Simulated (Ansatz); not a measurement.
**Ligand exchange: InH2F + SnH3(SH) → InH2(SH) + SnH3F**

Species: InH2F `[F][InH2]`, singlet; SnH3(SH), singlet; InH2(SH), singlet; SnH3F `[F][SnH3]`, singlet. The partners trade F for SH: In–F and Sn–SH bonds give way to In–SH and Sn–F.

Shapes, held fixed at every level: PBE0-D4/def2-TZVP. Programs: Ansatz 0.2.0. The zero-point and thermal change to 298 K, harmonic and unscaled (PBE0-D4/def2-TZVP), is +0.5 kJ/mol.

```
             level                    kind  ΔH(298 K) (kJ/mol)  less CCSD(T)/def2-TZVPP  CPU time (sum over the molecules)
 PBE-D4/def2-TZVPP                     GGA               -16.9                     +2.9                              8.6 s
PBE0-D4/def2-TZVPP           global hybrid               -18.7                     +1.1                              8.2 s
wB97M-V/def2-TZVPP  range-separated hybrid               -19.4                     +0.4                               29 s
 B2PLYP/def2-TZVPP           double hybrid               -19.6                     +0.2                               15 s
  CCSD(T)/def2-SVP   coupled cluster or CI               -19.7                     +0.1                              6.6 s
     CCSD/def2-SVP   coupled cluster or CI               -19.3                     +0.5                                  –
   CCSD/def2-TZVPP   coupled cluster or CI               -20.2                     -0.4                                  –
CCSD(T)/def2-TZVPP   coupled cluster or CI               -19.8                      0.0                               58 s
```

The highest level, CCSD(T)/def2-TZVPP, gives ΔH(298 K) = -19.8 kJ/mol; the levels span -20.2 to -16.9. The column of differences is taken from that level and isn't an error. No measured value is set beside it here. For atoms past krypton def2 sets carry core potentials with scalar relativity. Correlated rows may include outer-core shells of In, Sn, which these sets cover unevenly. Times are processor times on shared x86 and Arm servers, and rough.

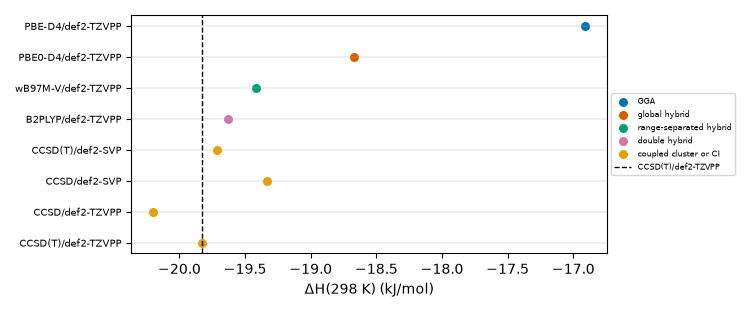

The values of the table, level by level.
